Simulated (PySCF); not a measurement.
Consider C4H9F3N2Si (SMILES N[SiH2]NC/C=C/C(F)(F)F).

| atom | x (Å) | y (Å) | z (Å) |
| --- | --- | --- | --- |
| N | 3.1046 | -0.4041 | 0.2097 |
| Si | 1.9332 | -0.3544 | -1.0536 |
| N | 0.9527 | 1.0013 | -0.6332 |
| C | 0.2992 | 1.1186 | 0.6384 |
| C | -1.0553 | 0.4883 | 0.7416 |
| C | -1.6505 | -0.1785 | -0.2347 |
| C | -3.0065 | -0.7851 | -0.1064 |
| F | -3.0211 | -2.0762 | -0.4853 |
| F | -3.5000 | -0.7483 | 1.1398 |
| F | -3.9152 | -0.1642 | -0.8881 |
| H | 3.6081 | 0.4439 | 0.4195 |
| H | 3.7342 | -1.1887 | 0.2425 |
| H | 2.3779 | -0.0288 | -2.4129 |
| H | 1.3077 | -1.6799 | -0.9967 |
| H | 0.4275 | 1.4497 | -1.3674 |
| H | 0.1918 | 2.1794 | 0.9090 |
| H | 0.9450 | 0.6551 | 1.3896 |
| H | -1.5500 | 0.6163 | 1.6953 |
| H | -1.1932 | -0.3353 | -1.1994 |

Geometry: GFN2-xTB.

Method: PBE0/pcSseg-1, SCF density, gas phase, non-relativistic in PySCF.

What will maps of the electron density and electron localisation function show?

C–C (1.32 Å): the density is about 2.3 e/Å³ at the midpoint; the ELF peaks at about 0.90 between the atoms (a short, multiple covalent bond).
C–F (1.34 Å): ρ is about 2.4 e/Å³ halfway; the ELF peaks at about 0.85 between the atoms (a polar covalent bond).
C–N (1.43 Å): ρ at the midpoint is about 2 e/Å³; the ELF peaks at about 0.90 between the atoms (localised, covalent bonding).
C–C (1.49 Å): the density is about 1.9 e/Å³ at the midpoint; the ELF peaks at about 1 between the atoms, as expected for localised, covalent bonding.

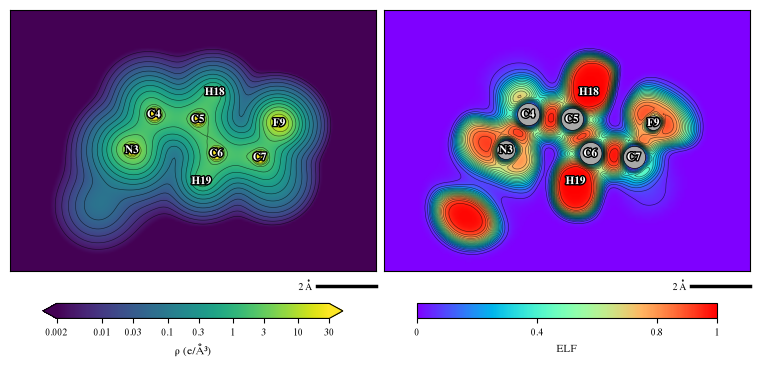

Computed electron density and electron localisation function on the plane of atoms N3, C4 and C5, in this order. Grey discs cover the atomic cores in the ELF map. 
